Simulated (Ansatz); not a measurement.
# CH3BFNS: how energies converge with the basis set

How large a basis does CH3BFNS need? Two functionals are run in growing sets.

Program: Ansatz 0.2.0, Gaussian basis. Level of theory: one geometry, several basis sets. These are calculated values, not measurements.

The runs, in order: PBE0-D4/def2-SVP; ωB97M-V/def2-SVP; PBE0-D4/def2-QZVPP; ωB97M-V/def2-QZVPP; the functionals' def2-TZVPP values are taken from earlier runs.

## Step 1: The relaxed structure

An earlier PBE0-D4 in a triple-zeta def2 set relaxation fixed the geometry.

SMILES `B/N=C(/F)S`, 8 atoms, charge 0, spin multiplicity 1.

Atoms are counted from 1 here; the program's logs count them from 0.

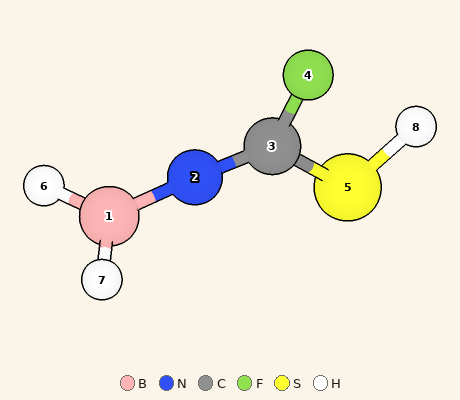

The geometry (boron pink, nitrogen blue, carbon grey, fluorine green, sulfur yellow, hydrogen white); atoms are numbered from 1 in the order of the file.

## Step 2: PBE0-D4 in def2-SVP

The input, in.yaml:

```yaml
crystal:
  periodic: [false, false, false]
  atoms:
    - {symbol: B, position_ang: [-0.068892, 1.790809, 0.172827]}
    - {symbol: N, position_ang: [-0.014641, 0.455504, -0.115695]}
    - {symbol: C, position_ang: [0.037744, -0.753808, -0.294086]}
    - {symbol: F, position_ang: [0.021161, -1.289371, -1.524208]}
    - {symbol: S, position_ang: [0.140314, -1.959781, 0.974353]}
    - {symbol: H, position_ang: [-1.137215, 2.306998, 0.328692]}
    - {symbol: H, position_ang: [0.953232, 2.407371, 0.256820]}
    - {symbol: H, position_ang: [0.160495, -3.014822, 0.145296]}
basis:
  gaussian: {orbitals: def2-SVP}
hamiltonian: {xc: pbe0, dispersion: d4}
output: {orbitals: {seedname: orbitals}}
```

The run is started by

```console
$ ansatz run in.yaml --threads 2 --pin off --events-out ev --progress --plain --max-ram 4352MiB
```

The log of the run:

```text
Functional definition: PBE0
  name "PBE0"
  cite "Adamo & Barone, J. Chem. Phys. 110, 6158 (1999) doi:10.1063/1.478522"
  cite "Perdew, Burke & Ernzerhof, Phys. Rev. Lett. 77, 3865 (1996) doi:10.1103/PhysRevLett.77.3865"
  parent pbe
  parameter a = 0.25
  parameter kappa = 0.804
  parameter beta = 0.06672455060314922
  exchange = (1 - a)*pbe_x(kappa = kappa, mu = beta*pi^2/3) + a*exact_x
  correlation = pbe_c(beta = beta)
1014 factors; their error is unknown
mean field evaluation 1: about -16781.0724 eV, gradient 4.8e1 eV
mean field evaluation 2: about -16770.6638 eV, gradient 8.2e1 eV
mean field evaluation 4: about -16786.0172 eV, gradient 4.9e0 eV
mean field evaluation 8: about -16786.0599 eV, gradient 5.2e-2 eV
mean field evaluation 16: about -16786.1187 eV, gradient 1.7e-5 eV
mean field -16786.11871726 eV, -616.8784848193 hartree, gradient 1.7e-5 eV, S^2 0.000000; 0 other end points of the search recorded, 0 dependent functions left out
reference -16786.11874079 eV, -616.8784856841 hartree; 23, 23 occupied and 66, 66 virtual orbitals, 1014 factors
Total energy: -16786.25138252 eV, -616.8833601776 hartree
```

It took 1 s on 2 threads of Arm Neoverse V2, shared host.

## Step 3: ωB97M-V in def2-SVP

Changes to in.yaml since step 2:

```diff
@@ -13,3 +13,3 @@
   gaussian: {orbitals: def2-SVP}
-hamiltonian: {xc: pbe0, dispersion: d4}
+hamiltonian: {xc: {name: wB97M-V}}
 output: {orbitals: {seedname: orbitals}}
```

Same command.

The log of the run, cut to the lines that bear on the results:

```text
Functional definition: wB97M-V
  name "wB97M-V"
  cite "Mardirossian & Head-Gordon, J. Chem. Phys. 144, 214110 (2016) doi:10.1063/1.4952647"
  cite "Becke, J. Chem. Phys. 107, 8554 (1997) doi:10.1063/1.475007"
  cite "Vydrov & Van Voorhis, J. Chem. Phys. 133, 244103 (2010) doi:10.1063/1.3521275"
  # Of w^i u^j: cxij and so on, Table III.
[...]
  gx(w, u) = 1 - cx + cx01*u + cx10*w
  gss(w, u) = css00 + css04*u^4 + css10*w + css20*w^2 + css43*w^4*u^3
  gos(w, u) = cos00 + cos10*w + (cos20 + cos21*u)*w^2 + (cos60 + cos61*u)*w^6
[...]
      + integral(e_c_pw_mod_opposite_spin*gos(b97_w_opposite, b97_u_opposite)) + vv10(b, c)
1011 factors; their error is unknown
238 factors; integrals over basis functions are off by at most 1.5e-5 eV
[...]
mean field -16793.77739793 eV, -617.1599361429 hartree, gradient 7.7e-5 eV, S^2 0.000000; 0 other end points of the search recorded, 0 dependent functions left out
reference -16793.77743559 eV, -617.1599375267 hartree; 23, 23 occupied and 66, 66 virtual orbitals, 1011 factors
Total energy: -16793.77743559 eV, -617.1599375267 hartree
```

It took 4 s on 2 threads of Arm Neoverse V2, shared host.

## Step 4: PBE0-D4 in def2-QZVPP

Changes to in.yaml since step 3:

```diff
@@ -12,4 +12,4 @@
 basis:
-  gaussian: {orbitals: def2-SVP}
-hamiltonian: {xc: {name: wB97M-V}}
+  gaussian: {orbitals: "def2-QZVPP.json"}
+hamiltonian: {xc: pbe0, dispersion: d4}
 output: {orbitals: {seedname: orbitals}}
```

Launched as before.

The log of the run:

```text
Functional definition: PBE0
  name "PBE0"
  cite "Adamo & Barone, J. Chem. Phys. 110, 6158 (1999) doi:10.1063/1.478522"
  cite "Perdew, Burke & Ernzerhof, Phys. Rev. Lett. 77, 3865 (1996) doi:10.1103/PhysRevLett.77.3865"
  parent pbe
  parameter a = 0.25
  parameter kappa = 0.804
  parameter beta = 0.06672455060314922
  exchange = (1 - a)*pbe_x(kappa = kappa, mu = beta*pi^2/3) + a*exact_x
  correlation = pbe_c(beta = beta)
1288 factors; their error is unknown
mean field evaluation 1: about -16790.1555 eV, gradient 6.0e1 eV
mean field evaluation 2: about -16773.8680 eV, gradient 9.8e1 eV
mean field evaluation 4: about -16797.3319 eV, gradient 8.1e0 eV
mean field evaluation 8: about -16797.4529 eV, gradient 3.0e-1 eV
mean field evaluation 16: about -16797.4530 eV, gradient 6.0e-5 eV
mean field -16797.45298114 eV, -617.2950113344 hartree, gradient 6.0e-5 eV, S^2 0.000000; 0 other end points of the search recorded, 0 dependent functions left out
reference -16797.45301666 eV, -617.2950126397 hartree; 23, 23 occupied and 365, 365 virtual orbitals, 1288 factors
Total energy: -16797.58565838 eV, -617.2998871331 hartree
```

Wall time 6.5 s (2 threads of Arm Neoverse V2, shared host); peak memory 1 GiB.

## Step 5: ωB97M-V in def2-QZVPP

Changes to in.yaml since step 4:

```diff
@@ -13,3 +13,3 @@
   gaussian: {orbitals: "def2-QZVPP.json"}
-hamiltonian: {xc: pbe0, dispersion: d4}
+hamiltonian: {xc: {name: wB97M-V}}
 output: {orbitals: {seedname: orbitals}}
```

Same command.

The log of the run, cut to the lines that bear on the results:

```text
Functional definition: wB97M-V
  name "wB97M-V"
  cite "Mardirossian & Head-Gordon, J. Chem. Phys. 144, 214110 (2016) doi:10.1063/1.4952647"
  cite "Becke, J. Chem. Phys. 107, 8554 (1997) doi:10.1063/1.475007"
  cite "Vydrov & Van Voorhis, J. Chem. Phys. 133, 244103 (2010) doi:10.1063/1.3521275"
  # Of w^i u^j: cxij and so on, Table III.
[...]
  gx(w, u) = 1 - cx + cx01*u + cx10*w
  gss(w, u) = css00 + css04*u^4 + css10*w + css20*w^2 + css43*w^4*u^3
  gos(w, u) = cos00 + cos10*w + (cos20 + cos21*u)*w^2 + (cos60 + cos61*u)*w^6
[...]
      + integral(e_c_pw_mod_opposite_spin*gos(b97_w_opposite, b97_u_opposite)) + vv10(b, c)
1260 factors; their error is unknown
297 factors; integrals over basis functions are off by at most 1.9e-5 eV
[...]
mean field -16805.25481611 eV, -617.5817234810 hartree, gradient 3.1e-5 eV, S^2 0.000000; 0 other end points of the search recorded, 0 dependent functions left out
reference -16805.25487527 eV, -617.5817256552 hartree; 23, 23 occupied and 365, 365 virtual orbitals, 1260 factors
Total energy: -16805.25487527 eV, -617.5817256552 hartree
```

It took 17 s on 2 threads of Arm Neoverse V2, shared host; peak memory 1.2 GiB.

## Step 6: Density functionals: the series

The def2-TZVPP values come from earlier runs at the same geometry.

| functional | basis | functions | energy (eV) | from the largest (eV) | HOMO (eV) | LUMO (eV) |
| --- | --- | --- | --- | --- | --- | --- |
| PBE0-D4 | def2-SVP | 89 | -16786.2514 | 11.334 | -7.61 | -0.46 |
| PBE0-D4 | def2-TZVPP | 208 | -16796.9374 | 0.648 | -7.69 | -0.67 |
| PBE0-D4 | def2-QZVPP | 388 | -16797.5857 | 0.000 | -7.72 | -0.74 |
| ωB97M-V | def2-SVP | 89 | -16793.7774 | 11.477 | -9.71 | 1.64 |
| ωB97M-V | def2-TZVPP | 208 | -16804.6485 | 0.606 | -9.84 | 1.23 |
| ωB97M-V | def2-QZVPP | 388 | -16805.2549 | 0.000 | -9.86 | 1.03 |

## Step 7: Summary of results

```
                                       quantity           value
PBE0-D4: double and triple zeta above quadruple  11.33, 0.65 eV
ωB97M-V: double and triple zeta above quadruple  11.48, 0.61 eV
```

**Reading.** PBE0-D4 gains 10.69 eV from double to triple zeta, then 0.65 eV more. These are total energies; as a rule much of such shifts cancels in differences, which this series doesn't test. The LUMO of ωB97M-V is positive and keeps falling with the basis (1.64 to 1.03 eV): an unbound level that the basis holds in place.

For PBE0-D4 the largest set took about 7 times as long as the smallest (6.5 s against 1 s).
